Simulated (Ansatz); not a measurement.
One stationary structure of CdTe. Level of theory: r2SCAN (plane waves to 500 eV, PAW, scalar-relativistic; Ansatz, a first-principles code).

P6₃mc (No. 186), hP4, wurtzite type; a = b = 4.6331 Å, c = 7.5968 Å, α = β = 90.00°, γ = 120.00°.

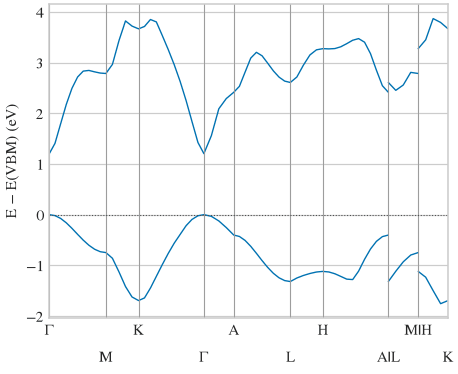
Fig. 1. Highest filled and lowest empty band along the path of this cell's Brillouin zone

Problem. Read off the gap and say whether it is direct.

Solution. 1.20 eV, direct at Γ (no spin-orbit coupling).

Problem. How far does the top valence band disperse along this path?

Solution. About 1.8 eV.

No spin polarisation in the result. Without spin-orbit coupling the bands of the heavy element are not split, so the gap can be far off.

The run could not lose the symmetry of its start.

The first start was generated by placing the elements on the sites of a structure type. Materials Project lists a structure of CdTe in the same space group, P6₃mc (No. 186); the sites were not compared with it, nor with measured phases. Known forms of CdTe include space group No. 216.
